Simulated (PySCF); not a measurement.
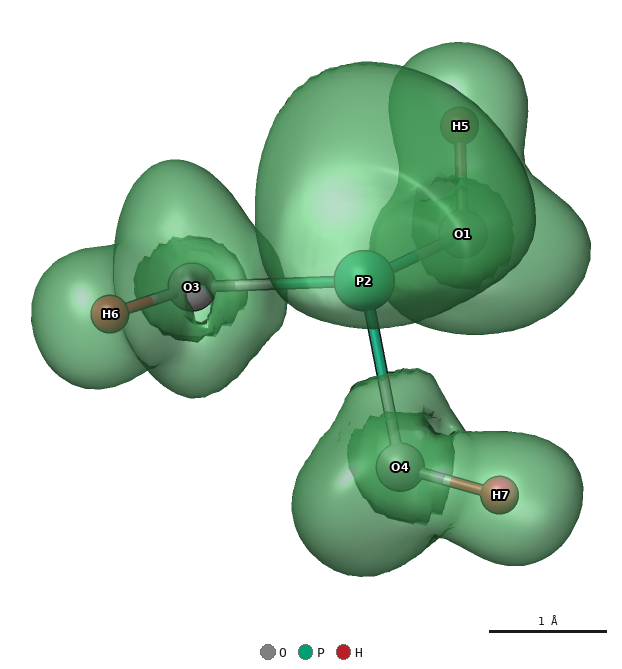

H$_{3}$O$_{3}$P (phosphorous acid). Isosurface of the electron localisation function at 0.75 (green), seen at a tilt. Only the valence region is drawn (cores and ρ < 0.01 e/Å³ removed).

Geometry: GFN2-xTB.

Level of theory: PBE0/def2-SVPD, SCF density, gas phase in PySCF.

```yaml
atoms:
  - { symbol: O, position_ang: [1.1108, -0.8206, -0.4107] }
  - { symbol: P, position_ang: [0.0914, 0.0128, 0.5535] }
  - { symbol: O, position_ang: [0.0806, 1.4096, -0.2904] }
  - { symbol: O, position_ang: [-1.3070, -0.6027, -0.0199] }
  - { symbol: H, position_ang: [2.0354, -0.6243, -0.2721] }
  - { symbol: H, position_ang: [-0.4755, 2.0919, 0.0809] }
  - { symbol: H, position_ang: [-1.5324, -1.4620, 0.3315] }
```

**Describe the localisation domains.**

The surface consists of one lobe on P, pointing away from the bonds (lone pairs) and three joined regions spread over several atoms (H, O), in which their bonds and any lone pairs are merged.

Values along the shortest contacts:
P–O (1.63 Å): the ELF peaks at about 0.85 between the atoms; a shared but strongly polarised pair. O–H (0.96 Å): the ELF climbs to about 1 towards the hydrogen, as it does in any bond to H; an ordinary covalent bond to hydrogen.
